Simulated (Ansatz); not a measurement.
## Electronic structure of FGeH$_{2}$OSb (SMILES [F][Ge][O][SbH2]) in real space

Input

```
crystal:
  periodic: [false, false, false]
  atoms:
    - symbol: F
      position_ang: [-1.521513, -2.913435, -0.593948]
    - symbol: Ge
      position_ang: [0.114396, -3.399015, -1.211219]
    - symbol: O
      position_ang: [0.865294, -1.782061, -1.086433]
    - symbol: Sb
      position_ang: [-0.150817, -0.088036, -0.453043]
    - symbol: H
      position_ang: [1.353383, 0.728715, -0.087584]
    - symbol: H
      position_ang: [-0.286470, -0.565550, 1.223745]
basis:
  gaussian: {orbitals: def2-TZVPD}
hamiltonian: {xc: pbe0}
output: {forces: true, orbitals: {seedname: orbitals}}
```

Run with:

```sh
ansatz run input.yaml --threads 1 --pin off --max-ram 2610MiB --events-out events.jsonl --progress --plain --runs-dir runs
```

Geometry: BLYP-D3(BJ)/def2-SVP; core potentials replace the inner electrons of Sb.

Level of theory: isolated molecule in a Gaussian basis; Kohn-Sham density functional theory, functional PBE0 in Ansatz 0.2.0.

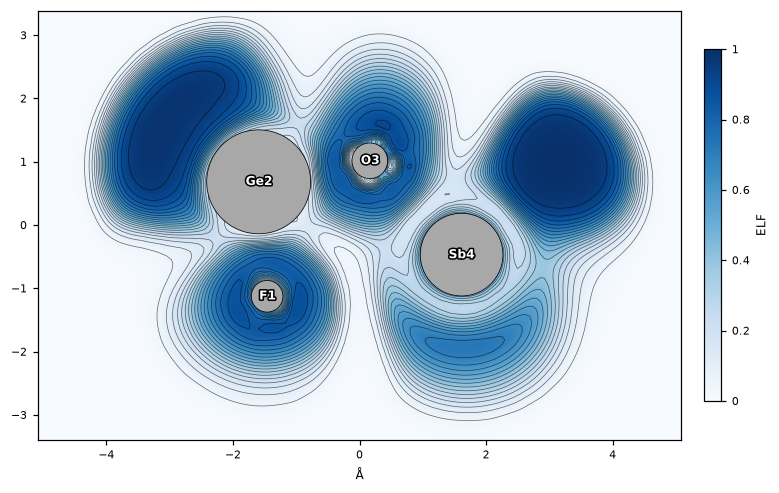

Figure 1. ELF on the plane of atoms Ge2, O3 and Sb4. Grey discs cover the atomic cores.

**Describe what can be read from this map.**

- The plane passes through F, Ge, O and Sb nuclei.
- Ge–O (1.79 Å): the ELF peaks at about 0.85 in the valence shell of O, 0.6 Å from its nucleus, and is about 0.30 at the midpoint.
- Ge–F (1.81 Å): the ELF peaks at about 0.85 in the valence shell of F, 0.5 Å from its nucleus, and is about 0.20 at the midpoint.
- Sb–O (2.07 Å): the ELF peaks at about 0.85 in the valence shell of O, 0.6 Å from its nucleus, and drops to about 0.15 between the two atoms.
- The ELF also peaks beside F1 and O3, away from the bonds: lone-pair regions.

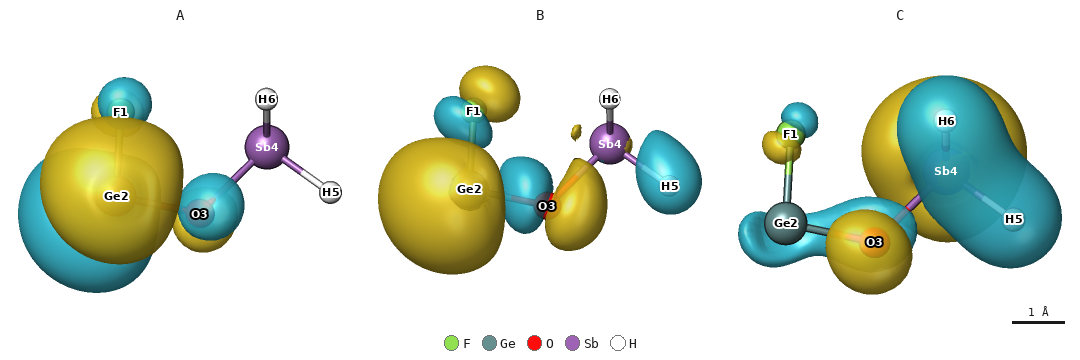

Figure 2. Three frontier orbitals at ±0.08 Å⁻³ᐟ² (yellow and cyan are the two phases), in no order.

**Which picture is the HOMO−1, the HOMO and the LUMO?**

B is the HOMO−1 (−8.26 eV). Its weight (Hirshfeld) is mainly on Ge2 (about 60 %), O3 (about 20 %) and F1 (about 10 %). C is the HOMO (−7.52 eV). It lies mainly on Sb4 (about 60 %), O3 (about 15 %), H5 (about 10 %) and H6 (about 10 %). A is the LUMO (−2.09 eV). By Hirshfeld shares it lies mainly on Ge2 (about 85 %) and O3 (about 10 %).

**What is the HOMO–LUMO gap?**

5.43 eV between the orbital energies.

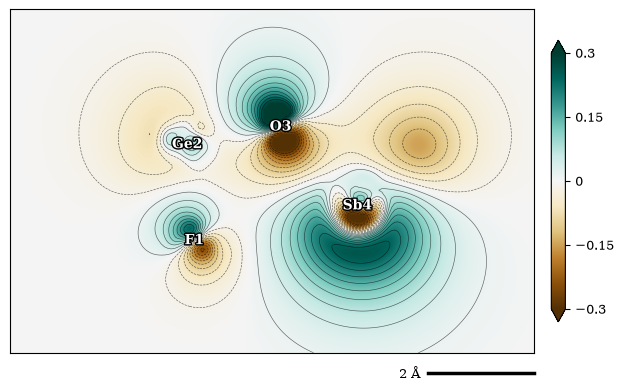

Figure 3. The HOMO on the plane of atoms F1, Ge2 and O3 (values in Å⁻³ᐟ²; the overall sign is arbitrary).

**What is the character of this orbital?**

It lies mainly on Sb4 (about 60 %), O3 (about 15 %), H5 (about 10 %) and H6 (about 10 %). Its energy is −7.52 eV.
